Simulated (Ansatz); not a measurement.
Input file:

```
crystal:
  periodic: [false, false, false]
  atoms:
    - {symbol: Al, position_ang: [0.060846, -0.988292, -0.166956]}
    - {symbol: Al, position_ang: [1.663659, 1.915654, 0.370466]}
    - {symbol: Br, position_ang: [-0.642365, 1.354776, -0.225701]}
    - {symbol: Br, position_ang: [2.366927, -0.427291, 0.428847]}
    - {symbol: F, position_ang: [-0.629776, -1.655885, 1.190618]}
    - {symbol: F, position_ang: [2.354422, 2.583734, -0.987087]}
    - {symbol: H, position_ang: [-0.026901, -1.655552, -1.579815]}
    - {symbol: H, position_ang: [1.751121, 2.582874, 1.783384]}
basis:
  gaussian:
    orbitals: def2-SVPD
hamiltonian:
  xc: pbe0
output: {forces: true, orbitals: {seedname: orbitals}}
```

Run with:

```sh
ansatz run input.yaml --threads 2 --pin off --max-ram 6090MiB --events-out events.jsonl --progress --plain --runs-dir runs
```

Geometry: PBE0-D4/def2-SVP.

The calculation used isolated molecule in a Gaussian basis; Kohn-Sham density functional theory, functional PBE0 (Ansatz 0.2.0).

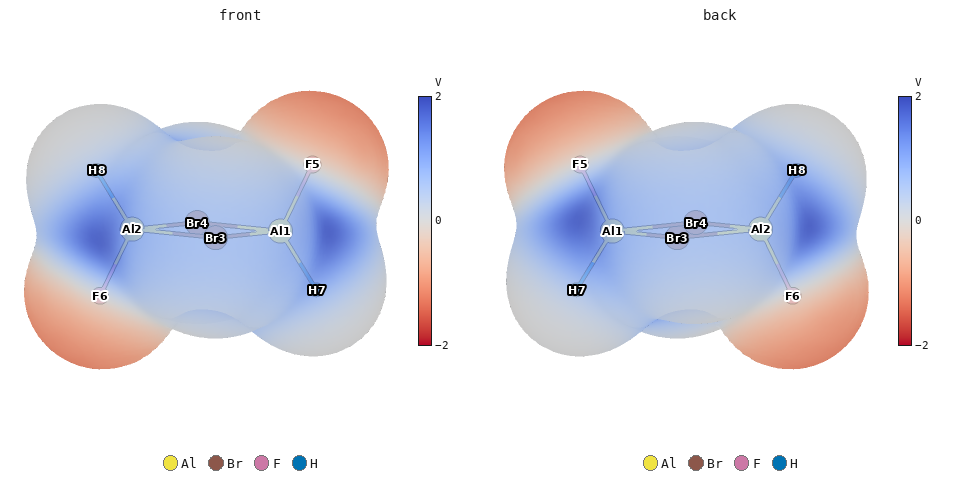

Al$_{2}$Br$_{2}$F$_{2}$H$_{2}$. The molecular electrostatic potential painted on the density surface at 0.001 e/bohr³, seen from the front and from behind; the colour scale runs from red (negative) to blue (positive).

### Which sites attract a positive test charge, and which a negative one?

A positive charge is drawn to the negative regions and a negative charge to the positive ones. The most negative region (about −1.1 V) lies over F5 and F6, the most positive (about +1.8 V) over Al1 and Al2.

### How polar is the molecule by this calculation?

Its dipole moment is zero.
